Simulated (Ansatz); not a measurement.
## Cs on Ir(111): change of the work function

How does one ordered layer of Cs (fcc site) change the work function of Ir(111), and what dipole does each adsorbate carry?

Method: plane-wave DFT, PBE, Ansatz PAW, in Ansatz 0.2.0.

## 1. Starting point

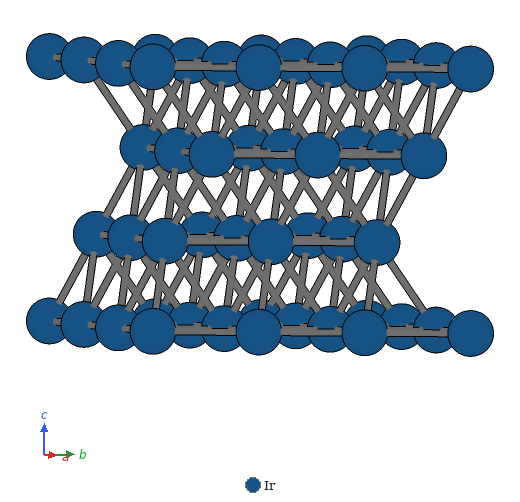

Start, viewed from the side, with the c axis up; iridium blue. 3×3×1 cells are drawn. Some periodic images of atoms are drawn too.

The cell holds 4 atoms: 4 Ir. Cell: a = 2.715 Å, b = 2.715 Å, c = 24.651 Å, α = 90.0°, β = 90.0°, γ = 60.0°. Vacuum lies along c.

## 2. The clean slab

The bare slab comes first, as the zero from which every change is counted. The two lowest layers are held at bulk places and the upper ones relax. The dipole correction removes the false field that a one-sided slab makes across the periodic vacuum, so each face gets a flat vacuum level of its own.

input.yaml

```yaml
crystal:
  lattice:
    - [2.7152900398, 0.0, 0.0]
    - [1.3576450199, 2.3515101531, 0.0]
    - [0.0, 0.0, 24.6510751011]
  atoms:
    - { symbol: Ir, position: [0.0, 0.0, 0.3650956383] }
    - { symbol: Ir, position: [0.3333333333, 0.3333333333, 0.4550318794] }
    - { symbol: Ir, position: [0.6666666667, 0.6666666667, 0.5449681206] }
    - { symbol: Ir, position: [0.0, 0.0, 0.6349043617] }
kpoints:
  mp_grid: { grid: [12, 12, 1] }
hamiltonian:
  xc: pbe
scf:
  occupations: { method: fermi_dirac, width: 0.1 }
  convergence: { dr2_threshold: 1.0e-08 }
efield:
  axis: 3
  dipole_correction: true
  ramp_position: 0.97
  ramp_width: 0.06
relax:
  f_tol: 0.02
  max_steps: 60
  constraints: [{ sites: [0, 1] }]
output:
  write_potential: true
  write_density: true
  volumetric_format: npy
```

The run is started by

```sh
> ansatz run input.yaml --threads 4 --pin off --max-ram 6144MiB --backend cpu --events-out ev --progress --plain --runs-dir out
```

Numbers of over 12 decimals in the logs are rounded to 6 here.

Output:

```text
Engine: ansatz 0.2.0, x86_64-unknown-linux-gnu
Pseudopotentials: kind: paw
Pseudopotential: Ir, paw, valence charge 17, recommended cutoff 420 eV (normal), Ir.paw.azcp
Functional definition: PBE
  parameter kappa = 0.804
  parameter beta = 0.066725
  exchange = pbe_x(kappa = kappa, mu = beta*pi^2/3)
  correlation = pbe_c(beta = beta)
Crystal: 4 atoms, lattice volume = 157.398 Å³
Basis set: ecut = 420 eV, 3101 PW (Γ), exchange–correlation on 40×40×360 points (8 copies of the dense FFT grid, shifted against one another)
Bands: 41, of which v1, the nominal top of the filled ones, is band 34 counted from 1 (33 counted from 0)
Symmetry: 6 space group operations
k-points: 19 of 144 (time reversal used)
Non-local potential: Ir, projectors of the file, l = 0: 3, l = 1: 2, l = 2: 2, l = 3: 1
PAW form: soft (Blöchl's): semilocal exchange-correlation on the pseudo side does not see the compensation charge
PAW one-centre angular grid: Ir, 590 points (default); XC on 64 Gauss nodes
Initial density: superposition of atomic densities (neutral atoms: chi_scale 0, normalization atom), corrected by the library's trained network
Initial wavefunctions: pseudopotential atomic-orbital guess
Functional: x = pbe(κ = 0.804, μ = 0.219515), c = pbe(β = 0.066725)
SCF iter   1: F=—  HF=-47739.534662 eV  |F-HF|=—  |Δ(HF+E_count)|=         —  Δρ=6.19e-3  dr2=3.30e-1  ethr=1.77e-3  p=0.000 e·Å  D=2.60e-13 V/Å  ΔV_dip=-0.00 eV  dr2_dipole=3.63e-7  V_vac-E_F(+/−)=5.19/5.19 eV  ⟨swp⟩=7.8  Hψ=3557  notcnv=0  defer=2
efield: sawtooth ramp at fractional position 0.9700 (set: `efield.ramp_position`, or a place that a band, a saddle search or an elastic batch's reference lends), width 0.0600; the density the first Hamiltonian is built on has a dipole p = 0.000 e·Å; the dipole correction subtracts the counter field D = 2.60e-13 V/Å, which shifts the + side's vacuum level by -0.00 eV against the − side's; the planar-averaged density in the ramp window peaks in size at 1.1e-5 e/Å³
preconditioner: auto → LDOS  [metal: Δε(μ)=0.097 eV  Ē_g=6.266 eV  σ=0.100 eV  W_gap=0.23  n_scr=18 (ndim 8)  ℏωp=17.8 eV  f_vac=0.579  D(μ)=3.93/eV (n_scr^D=16)  β→1.0]
SCF iter   2: F=—  HF=-47739.532900 eV  |F-HF|=—  |Δ(HF+E_count)|=   1.76e-3  Δρ=2.42e-3  dr2=2.91e-2  ethr=4.85e-4  p=-0.000 e·Å  D=-4.09e-5 V/Å  ΔV_dip=0.00 eV  dr2_dipole=6.09e-7  V_vac-E_F(+/−)=5.47/5.47 eV  ⟨swp⟩=1.8  Hψ=981  notcnv=0  defer=3
SCF iter   3: F=—  HF=-47739.530408 eV  |F-HF|=—  |Δ(HF+E_count)|=   2.49e-3  Δρ=5.42e-4  dr2=4.60e-4  ethr=4.28e-5  p=-0.000 e·Å  D=-3.22e-6 V/Å  ΔV_dip=0.00 eV  dr2_dipole=1.63e-8  V_vac-E_F(+/−)=5.48/5.48 eV  ⟨swp⟩=1.8  Hψ=1050  notcnv=0  defer=3
SCF iter   4: F=—  HF=-47739.530405 eV  |F-HF|=—  |Δ(HF+E_count)|=   3.47e-6  Δρ=1.07e-4  dr2=1.71e-5  ethr=6.77e-7  p=-0.000 e·Å  D=-2.53e-6 V/Å  ΔV_dip=0.00 eV  dr2_dipole=6.07e-10  V_vac-E_F(+/−)=5.49/5.48 eV  ⟨swp⟩=2.5  Hψ=1492  notcnv=0  defer=3
SCF iter   5: F=—  HF=-47739.530409 eV  |F-HF|=—  |Δ(HF+E_count)|=   4.46e-6  Δρ=3.97e-5  dr2=2.39e-6  ethr=2.51e-8  p=-0.000 e·Å  D=-6.56e-7 V/Å  ΔV_dip=0.00 eV  dr2_dipole=1.79e-10  V_vac-E_F(+/−)=5.49/5.49 eV  ⟨swp⟩=3.4  Hψ=1846  notcnv=0  defer=3
SCF iter   6: F=—  HF=-47739.530404 eV  |F-HF|=—  |Δ(HF+E_count)|=   5.11e-6  Δρ=1.68e-5  dr2=6.20e-7  ethr=3.51e-9  p=-0.000 e·Å  D=-9.97e-7 V/Å  ΔV_dip=0.00 eV  dr2_dipole=7.97e-11  V_vac-E_F(+/−)=5.49/5.49 eV  ⟨swp⟩=2.4  Hψ=1294  notcnv=0  defer=3
SCF iter   7: F=—  HF=-47739.530405 eV  |F-HF|=—  |Δ(HF+E_count)|=   3.14e-7  Δρ=3.99e-6  dr2=5.24e-8  ethr=9.12e-10  p=-0.000 e·Å  D=-2.22e-7 V/Å  ΔV_dip=0.00 eV  dr2_dipole=1.25e-12  V_vac-E_F(+/−)=5.49/5.49 eV  ⟨swp⟩=2.8  Hψ=1527  notcnv=0  defer=3
SCF iter   8: F=-47739.530405 eV  HF=-47739.530405 eV  |F-HF|=7.64e-9  |Δ(HF+E_count)|=   1.78e-8  Δρ=1.09e-6  dr2=3.19e-9  ethr=1.47e-11  p=-0.000 e·Å  D=-3.81e-8 V/Å  ΔV_dip=0.00 eV  dr2_dipole=9.23e-15  V_vac-E_F(+/−)=5.49/5.49 eV  ⟨swp⟩=11.1  Hψ=5991  notcnv=0
SCF 1 converged in 8 iterations: F = -47739.530405 eV  dr2 = 3.19e-9
  greatest PAW one-centre occupation: 1.000 electrons in one spin orbital (limit 2), on the Ir atom at site 1 (counted from 0), in its partial waves of l = 0
relax step   1: F+E_penalty+E_count = -47739.53040454 eV  Δ(F+E_penalty+E_count) = +0.000e0 eV  max|allowed force component| = 1.352e-1 eV/Å  Δτ_max = 0.0000 Å  (8 SCF iters, accepted)
Initial density: handed on by an earlier stage of this run
Initial wavefunctions: those handed on with the density
iter 1 solved again at ethr=1.27e-4 eV; its pass at ethr=3.10e-3 eV (dr2=8.61e-2 eV) is discarded
SCF iter   1: F=—  HF=-47739.531029 eV  |F-HF|=—  |Δ(HF+E_count)|=         —  Δρ=2.46e-3  dr2=7.87e-2  ethr=1.27e-4  p=-0.000 e·Å  D=-3.37e-7 V/Å  ΔV_dip=0.00 eV  dr2_dipole=3.17e-2  V_vac-E_F(+/−)=5.48/5.48 eV  ⟨swp⟩=1.9  Hψ=2300  notcnv=0  defer=5
efield: sawtooth ramp at fractional position 0.9700 (set: `efield.ramp_position`, or a place that a band, a saddle search or an elastic batch's reference lends), width 0.0600; the density the first Hamiltonian is built on has a dipole p = -0.000 e·Å; the dipole correction subtracts the counter field D = -3.37e-7 V/Å, which shifts the + side's vacuum level by +0.00 eV against the − side's; the planar-averaged density in the ramp window peaks in size at 2.8e-6 e/Å³
preconditioner: auto → LDOS  [metal: Δε(μ)=0.080 eV  Ē_g=6.312 eV  σ=0.100 eV  W_gap=0.19  n_scr=18 (ndim 8)  ℏωp=17.8 eV  f_vac=0.582  D(μ)=3.84/eV (n_scr^D=16)  β→1.0]
SCF iter   2: F=—  HF=-47739.530294 eV  |F-HF|=—  |Δ(HF+E_count)|=   7.34e-4  Δρ=1.06e-3  dr2=4.86e-3  ethr=1.16e-4  p=0.002 e·Å  D=2.34e-3 V/Å  ΔV_dip=-0.06 eV  dr2_dipole=1.15e-3  V_vac-E_F(+/−)=5.44/5.50 eV  ⟨swp⟩=2.0  Hψ=965  notcnv=0  defer=5
SCF iter   3: F=—  HF=-47739.529493 eV  |F-HF|=—  |Δ(HF+E_count)|=   8.01e-4  Δρ=4.91e-4  dr2=1.58e-3  ethr=7.15e-6  p=0.000 e·Å  D=5.10e-4 V/Å  ΔV_dip=-0.01 eV  dr2_dipole=1.15e-5  V_vac-E_F(+/−)=5.48/5.49 eV  ⟨swp⟩=3.0  Hψ=1497  notcnv=0  defer=5
SCF iter   4: F=—  HF=-47739.529185 eV  |F-HF|=—  |Δ(HF+E_count)|=   3.08e-4  Δρ=7.80e-5  dr2=1.08e-5  ethr=2.32e-6  p=0.001 e·Å  D=9.35e-4 V/Å  ΔV_dip=-0.02 eV  dr2_dipole=1.05e-6  V_vac-E_F(+/−)=5.47/5.49 eV  ⟨swp⟩=2.2  Hψ=1153  notcnv=0  defer=5
SCF iter   5: F=—  HF=-47739.529181 eV  |F-HF|=—  |Δ(HF+E_count)|=   4.36e-6  Δρ=3.71e-5  dr2=3.99e-6  ethr=1.59e-8  p=0.001 e·Å  D=8.37e-4 V/Å  ΔV_dip=-0.02 eV  dr2_dipole=1.42e-8  V_vac-E_F(+/−)=5.47/5.50 eV  ⟨swp⟩=2.9  Hψ=1583  notcnv=0  defer=5
SCF iter   6: F=—  HF=-47739.529168 eV  |F-HF|=—  |Δ(HF+E_count)|=   1.25e-5  Δρ=9.87e-6  dr2=2.11e-7  ethr=5.87e-9  p=0.001 e·Å  D=7.52e-4 V/Å  ΔV_dip=-0.02 eV  dr2_dipole=5.91e-9  V_vac-E_F(+/−)=5.48/5.49 eV  ⟨swp⟩=2.2  Hψ=1200  notcnv=0  defer=5
SCF iter   7: F=—  HF=-47739.529168 eV  |F-HF|=—  |Δ(HF+E_count)|=   2.29e-7  Δρ=4.00e-6  dr2=3.19e-8  ethr=3.11e-10  p=0.001 e·Å  D=7.22e-4 V/Å  ΔV_dip=-0.02 eV  dr2_dipole=6.67e-9  V_vac-E_F(+/−)=5.48/5.49 eV  ⟨swp⟩=3.1  Hψ=1431  notcnv=0  defer=5
SCF iter   8: F=-47739.529169 eV  HF=-47739.529169 eV  |F-HF|=8.46e-9  |Δ(HF+E_count)|=   8.40e-8  Δρ=1.08e-6  dr2=2.72e-9  ethr=1.47e-11  p=0.001 e·Å  D=7.05e-4 V/Å  ΔV_dip=-0.02 eV  dr2_dipole=3.09e-10  V_vac-E_F(+/−)=5.48/5.49 eV  ⟨swp⟩=11.2  Hψ=5985  notcnv=0
SCF 2 converged in 8 iterations: F = -47739.529169 eV  dr2 = 2.72e-9
  greatest PAW one-centre occupation: 1.000 electrons in one spin orbital (limit 2), on the Ir atom at site 2 (counted from 0), in its partial waves of l = 0
relax step   2: F+E_penalty+E_count = -47739.52916854 eV  Δ(F+E_penalty+E_count) = +1.236e-3 eV  max|allowed force component| = 2.063e-1 eV/Å  Δτ_max = 0.0402 Å  (8 SCF iters, rejected (line search))
SCF iter   1: F=—  HF=-47739.532182 eV  |F-HF|=—  |Δ(HF+E_count)|=         —  Δρ=1.53e-3  dr2=2.86e-2  ethr=4.36e-4  p=0.001 e·Å  D=7.05e-4 V/Å  ΔV_dip=-0.02 eV  dr2_dipole=1.13e-2  V_vac-E_F(+/−)=5.48/5.50 eV  ⟨swp⟩=2.7  Hψ=1390  notcnv=0  defer=5
efield: sawtooth ramp at fractional position 0.9700 (set: `efield.ramp_position`, or a place that a band, a saddle search or an elastic batch's reference lends), width 0.0600; the density the first Hamiltonian is built on has a dipole p = 0.001 e·Å; the dipole correction subtracts the counter field D = 7.05e-4 V/Å, which shifts the + side's vacuum level by -0.02 eV against the − side's; the planar-averaged density in the ramp window peaks in size at 2.3e-6 e/Å³
preconditioner: auto → LDOS  [metal: Δε(μ)=0.082 eV  Ē_g=6.284 eV  σ=0.100 eV  W_gap=0.20  n_scr=18 (ndim 8)  ℏωp=17.8 eV  f_vac=0.581  D(μ)=3.88/eV (n_scr^D=16)  β→1.0]
SCF iter   2: F=—  HF=-47739.531729 eV  |F-HF|=—  |Δ(HF+E_count)|=   4.53e-4  Δρ=6.52e-4  dr2=1.43e-3  ethr=4.20e-5  p=-0.000 e·Å  D=-4.32e-4 V/Å  ΔV_dip=0.01 eV  dr2_dipole=2.25e-4  V_vac-E_F(+/−)=5.50/5.49 eV  ⟨swp⟩=2.1  Hψ=1154  notcnv=0  defer=5
SCF iter   3: F=—  HF=-47739.531483 eV  |F-HF|=—  |Δ(HF+E_count)|=   2.46e-4  Δρ=3.15e-4  dr2=6.21e-4  ethr=2.10e-6  p=0.000 e·Å  D=4.60e-4 V/Å  ΔV_dip=-0.01 eV  dr2_dipole=3.41e-6  V_vac-E_F(+/−)=5.48/5.49 eV  ⟨swp⟩=2.9  Hψ=1511  notcnv=0  defer=5
SCF iter   4: F=—  HF=-47739.531357 eV  |F-HF|=—  |Δ(HF+E_count)|=   1.26e-4  Δρ=4.39e-5  dr2=3.31e-6  ethr=9.13e-7  p=0.000 e·Å  D=1.92e-4 V/Å  ΔV_dip=-0.00 eV  dr2_dipole=7.78e-8  V_vac-E_F(+/−)=5.49/5.49 eV  ⟨swp⟩=2.1  Hψ=1153  notcnv=0  defer=5
SCF iter   5: F=—  HF=-47739.531341 eV  |F-HF|=—  |Δ(HF+E_count)|=   1.61e-5  Δρ=2.02e-5  dr2=1.03e-6  ethr=4.87e-9  p=0.000 e·Å  D=2.40e-4 V/Å  ΔV_dip=-0.01 eV  dr2_dipole=6.17e-9  V_vac-E_F(+/−)=5.49/5.49 eV  ⟨swp⟩=3.1  Hψ=1636  notcnv=0  defer=5
SCF iter   6: F=—  HF=-47739.531341 eV  |F-HF|=—  |Δ(HF+E_count)|=   3.79e-7  Δρ=8.02e-6  dr2=1.31e-7  ethr=1.52e-9  p=0.000 e·Å  D=2.78e-4 V/Å  ΔV_dip=-0.01 eV  dr2_dipole=2.75e-9  V_vac-E_F(+/−)=5.49/5.49 eV  ⟨swp⟩=2.2  Hψ=1171  notcnv=0  defer=5
SCF iter   7: F=—  HF=-47739.531342 eV  |F-HF|=—  |Δ(HF+E_count)|=   1.54e-7  Δρ=2.33e-6  dr2=1.12e-8  ethr=1.92e-10  p=0.000 e·Å  D=2.91e-4 V/Å  ΔV_dip=-0.01 eV  dr2_dipole=3.51e-9  V_vac-E_F(+/−)=5.49/5.49 eV  ⟨swp⟩=2.3  Hψ=1199  notcnv=0  defer=5
SCF iter   8: F=-47739.531342 eV  HF=-47739.531342 eV  |F-HF|=4.80e-9  |Δ(HF+E_count)|=   3.00e-8  Δρ=5.88e-7  dr2=7.04e-10  ethr=1.47e-11  p=0.000 e·Å  D=2.99e-4 V/Å  ΔV_dip=-0.01 eV  dr2_dipole=3.52e-11  V_vac-E_F(+/−)=5.49/5.49 eV  ⟨swp⟩=10.5  Hψ=5642  notcnv=0
SCF 3 converged in 8 iterations: F = -47739.531342 eV  dr2 = 7.04e-10
relax step   3: F+E_penalty+E_count = -47739.53134163 eV  Δ(F+E_penalty+E_count) = -9.371e-4 eV  max|allowed force component| = 2.789e-3 eV/Å  Δτ_max = 0.0158 Å  (8 SCF iters, accepted)
NSCF: frozen V_eff on 19 k-points
the band table was solved once a step of the walk had ended and its energy, with any forces and stress, was formed, with the checks that follow a solve (3881 applications of the Hamiltonian). They found nothing against the state; the energy, forces and stress were not computed again (output.eigenvalues in the input reference)
WARN: The output density's exchange-correlation potential varies sharply where the density is thin. Do not read a vacuum level from v_tot or v_xc, or from such a field of the output density. On a cell that repeats whose density bears no net charge and no dipole along the vacuum's axis use v_es (v_loc + v_h of the components); under efield.dipole_correction with no amplitude use v_es + v_field, which holds any externa [...]
SCF converged after 8 iterations
Free energy (F): -47739.531342 eV
Harris-Foulkes:  -47739.531342 eV  (|F-HF|=4.80e-9)
Internal energy: -47739.398849 eV  (E = F + TS)
E sigma→0 (E₀):  -47739.465095 eV
Entropy (-TS):   -0.132493 eV (-33.123 meV/atom)
Fermi energy:    5.735751 eV
Dipole field:    D = 0.000308 V/Å  (p = 0.000268 e·Å, saw-weighted, corrected)
Work function:   Φ+ = 5.4864 eV   Φ− = 5.4940 eV
Levels:          The Fermi level and band energies are counted from a zero that moves with the ramp; work functions are not
--- Per-component energies (eV) ---
  E_band       = -1671.576540
  E_kinetic    = 2486.113091
  E_local      = -117421.112783  (includes V_loc(G=0)·N_el)
  E_nonlocal   = 291.629511
  E_hartree    = 57547.560044
  E_xc         = -1068.589999
  E_vxc        = -1195.849487  (∫ρ·V_xc dr)
  E_paw        = -36893.549535  (= ΣΔE_a)
  E_vpaw       = -927.471881  (= ΣTr[D̂ρ^β])
  E_aug_tail   = 0.000219  (compensation charges beyond the density's cutoff)
  E_efield     = 0.000000  (sawtooth field / dipole correction)
  E_vefield    = 0.000096  (∫n·V_field dr)
  E_ewald      = 47318.550604
  E_smearing   = -0.132493  (= −TS)
  E_closure    = -0.000000  (closes the sum)
  Σ components = -47739.531342   (vs F -47739.531342, Δ=0.00e0)
--- Forces (eV/Å), atoms counted from 1 ---
  atom   1  Ir     0.00000000    -0.00000000     0.12831676
  atom   2  Ir     0.00000000    -0.00000000    -0.13090787
  atom   3  Ir     0.00000000     0.00000000    -0.00020095
  atom   4  Ir     0.00000000     0.00000000     0.00278891
  max |Σ_I F_I| component: 3.15e-6 eV/Å
--- Band table (eV; the first three rows and the last of 19) ---
  k-point 0: bands = [... 30 lower, 2.8245, 4.5654, 4.5654, 4.9154, 4.9154, 5.0203, 5.8533, 5.8533, ... 3 higher]
  k-point 1: bands = [... 30 lower, 3.0292, 4.3234, 4.3914, 4.3950, 4.8764, 4.9658, 5.3069, 5.8533, ... 3 higher]
  k-point 2: bands = [... 30 lower, 3.6025, 3.6292, 3.8672, 4.2957, 4.5009, 4.9807, 5.8191, 5.8473, ... 3 higher]
  k-point 18: bands = [... 30 lower, 4.4076, 4.4245, 5.5716, 6.0441, 6.1830, 6.1849, 11.3203, 11.4245, ... 3 higher]
--- Relaxed structure (3 steps of the walk, 2 accepted, 0 SCFs on fresh bases) ---
  F+E_penalty+E_count = -47739.53134163 eV   max|allowed force component| = 2.789e-3 eV/Å
  atoms:
    - { symbol: Ir, position: [0.0, 0.0, 0.365096] }
    - { symbol: Ir, position: [0.333333, 0.333333, 0.4550318794] }
    - { symbol: Ir, position: [0.666667, 0.666667, 0.544863] }
    - { symbol: Ir, position: [-7.456009803012658e-19, 0, 0.634264] }
```

Elapsed: 4.6 s, on 4 threads of Intel Xeon Platinum 8559C (Emerald Rapids), shared host; peak memory 0.57 GiB; 17 s of CPU time.

The steps of the relaxation:

| step | energy less that of the first step (eV) | largest force component (eV/Å) |
| --- | --- | --- |
| 1 | 0.0000 | 0.1352 |
| 2 | 0.0012 | 0.2063 |
| 3 | -0.0009 | 0.0028 |

Relaxation step 2 was tried and not accepted.

The run keeps the 6 symmetry operations that it works with, so distortions that break them were not tested.

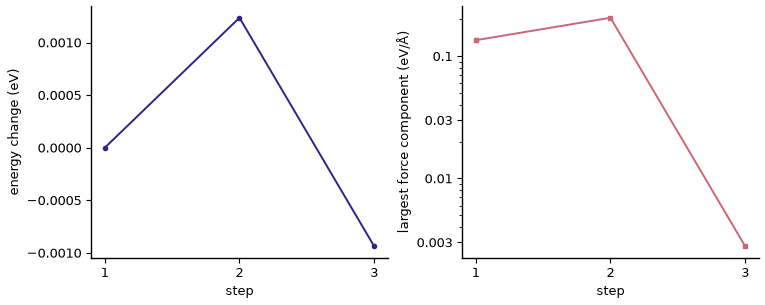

Energy and largest force along the relaxation.

The atoms that moved most (Å):

| atom | dx | dy | dz | length |
| --- | --- | --- | --- | --- |
| Ir4 | 0.000 | 0.000 | -0.016 | 0.016 |

Final coordinates:

```xyz
4
Lattice="2.7153 0.0000 0.0000 1.3576 2.3515 0.0000 0.0000 0.0000 24.6511" Properties=species:S:1:pos:R:3
Ir    0.0000    0.0000    9.0000
Ir    1.3576    0.7838   11.2170
Ir    2.7153    1.5677   13.4315
Ir    0.0000    0.0000   15.6353
```

This step gave:

| Property | Result |
| --- | --- |
| energy at zero smearing | -47739.4651 eV |
| work function, upper face | 5.486 eV |
| dipole along the normal | 2.68e-4 e·Å |

Running mean over 2.217 Å of the planar mean; the ramp of the sawtooth is left out. The electron's electrostatic potential energy less the Fermi level by z:

| z (Å) | electron's electrostatic potential energy less the Fermi level (eV) |
| --- | --- |
| 4 | 5.49 |
| 6 | 5.42 |
| 8 | -5.49 |
| 10 | -13.3 |
| 12 | -13.6 |
| 14 | -13.6 |
| 16 | -11.7 |
| 18 | 5.04 |
| 20 | 5.48 |

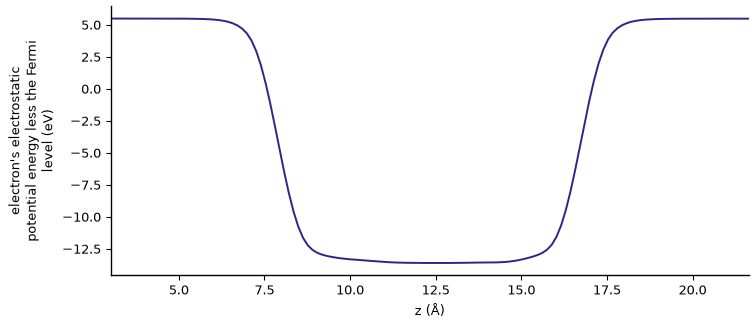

Electron's electrostatic potential energy less the Fermi level against z.

The relaxation took 3 steps and lowered the energy by 9.4e-4 eV; the largest force on the free atoms ends at 0.0028 eV/Å.

The work function of the upper face is 5.49 eV.

[end of part 1 of 3]

[Logs are printed without paths, hosts, clocks, repeated set-up lines and the standing remarks that a program may print on its own settings, such as how far it seeks lower states.]

[Hosts, paths, dates, database ids (printed as entryN), source tags and the programs' standing remarks are cut or masked in the printed files.]

[Maps of the electrostatic potential energy from Ansatz leave out the sawtooth potential of an applied field or a dipole correction, so their vacuum need not be flat; planar profiles and work functions include it.]
